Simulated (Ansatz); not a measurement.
Cs (bcc, W type)

```yaml
crystal:
  lattice:
    - [-6.15681, 6.15681, 6.15681]
    - [3.07841, -3.07841, 3.07841]
    - [3.07841, 3.07841, -3.07841]
  atoms:
    - { symbol: Cs, position: [0.00000, 0.00000, 0.00000] }
    - { symbol: Cs, position: [0.50000, 0.00000, 0.00000] }
```

A phonon eigenvector at N = (0.5, 0.0, 0.0) is frozen into this cell: atom i moves by Q times the vector below, so Q is the largest atomic displacement, in Å. The cell is held. (q is in reciprocal vectors of the primitive cell; the cell shown is doubled to hold the pattern.)

```
atom      x       y       z
----  -----  ------  ------
Cs1   0.000  -0.707  -0.707
Cs2   0.000   0.707   0.707
```

Method: PBE (plane waves to 420 eV, PAW, scalar-relativistic; Ansatz, a quantum-chemistry and plane-wave program). k mesh 11×11×11 (Γ-centred), Fermi-Dirac smearing 0.05 eV. The energy includes the smearing's −TS. With partly filled bands, energies and forces of such displacements shift with the k mesh and the smearing. Cs was relaxed with its symmetry unable to fall. The PAW data are Ansatz's earlier set. ΔE is measured from the undisplaced structure.

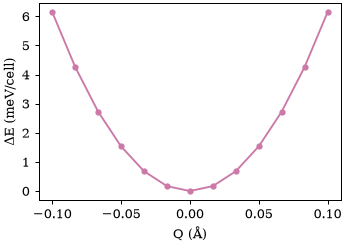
Fig. 1. ΔE (meV/cell) against Q (Å); markers are the computed points, lines only join them.

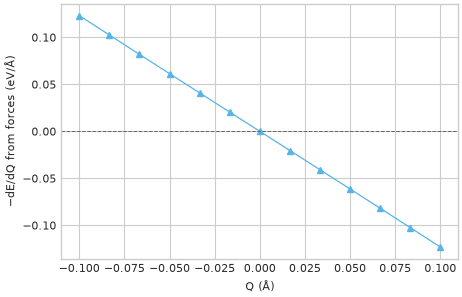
Figure. −dE/dQ from forces (eV/Å) against Q (Å); markers are the computed points, lines only join them.

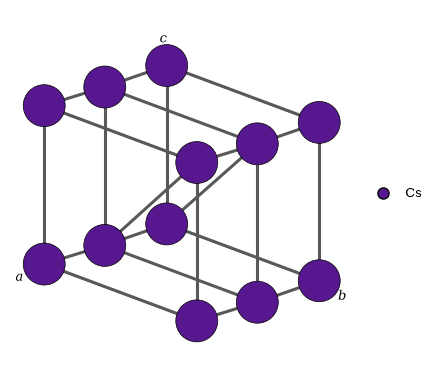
Figure: The cell of the calculation at Q = -0.100 Å.

The energy at Q = 0.100 Å is 6.1 meV/cell. Symmetry of the curve: even: the same for both signs. Shape of the curve: a single well with its minimum at or next to zero displacement. Space group of the distorted cell: Cmme (No. 67), lowered from Im-3m. Harmonic wavenumber from the curvature (finite differences): 35 cm⁻¹.

E″ = 1.23 eV/Å², M = Σ mᵢ|uᵢ|² = 265.8 u, ν̃ = 521.5·√(|E″|/M).

(For displaced atoms, the force is minus the slope of the energy, and its curvature is a force constant, which sets phonon frequencies.)
